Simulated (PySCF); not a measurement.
```tsv
atom	x (Å)	y (Å)	z (Å)
C	-0.3239	-1.9579	-0.3227
C	-0.4841	-0.4392	-0.4226
C	-1.5165	-0.1241	-1.5060
N	-0.9302	0.0399	0.8827
Si	-1.2119	1.6721	1.3419
Si	1.2183	0.3397	-0.8702
Si	2.6618	0.1331	0.9103
F	4.0704	0.7542	0.4099
H	0.0625	-2.3670	-1.2532
H	0.3594	-2.2194	0.4835
H	-1.2865	-2.4316	-0.1196
H	-1.6396	0.9510	-1.6086
H	-2.4860	-0.5550	-1.2517
H	-1.1989	-0.5291	-2.4640
H	-1.5999	-0.6099	1.2769
H	-1.6243	1.5642	2.7409
H	0.0552	2.3895	1.1816
H	-2.2520	2.4002	0.5940
H	1.6664	-0.3796	-2.0818
H	0.9959	1.7180	-1.3399
H	2.3977	0.8950	2.1262
H	3.0557	-1.2246	1.2915
```

Geometry: GFN2-xTB.

These are results of PBE0/pcSseg-1, SCF density, gas phase, non-relativistic in PySCF 2.14.0, not measurements.

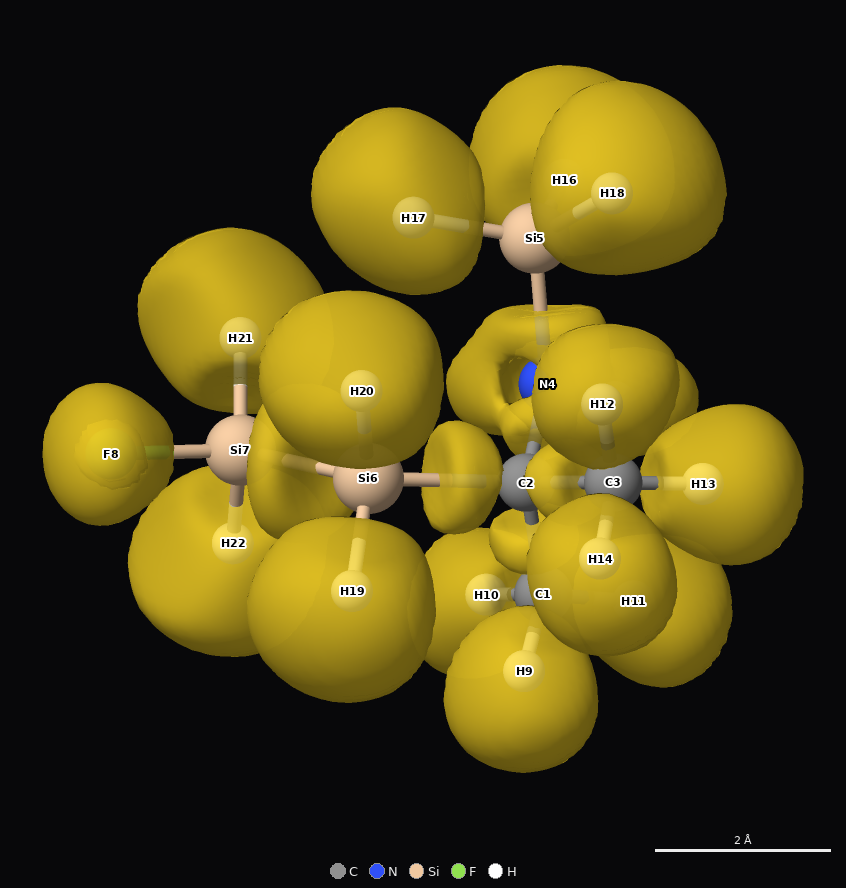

C3H14FNSi3 (SMILES CC(C)(N[SiH3])[SiH2][SiH2]F). Isosurface of the ELF at 0.75 (yellow), seen at a tilt. Core shells and regions of very low density are left out.

### Describe the localisation domains.

The surface consists of two regions between bonded C–C atoms (shared pairs), one region between bonded C–Si atoms (shared pairs), one region between bonded Si–Si atoms (shared pairs), 13 regions around hydrogen nuclei, one region wrapped around F (its lone pairs, merged into a ring or cap) and one joined region spread over several atoms (H, N), in which their bonds and any lone pairs are merged. Profiles from the grid: C–N (1.46 Å): the ELF peaks at about 0.90 between the atoms: localised, covalent bonding. C–C (1.53 Å): the ELF peaks at about 0.95 between the atoms, as expected for a shared electron pair.
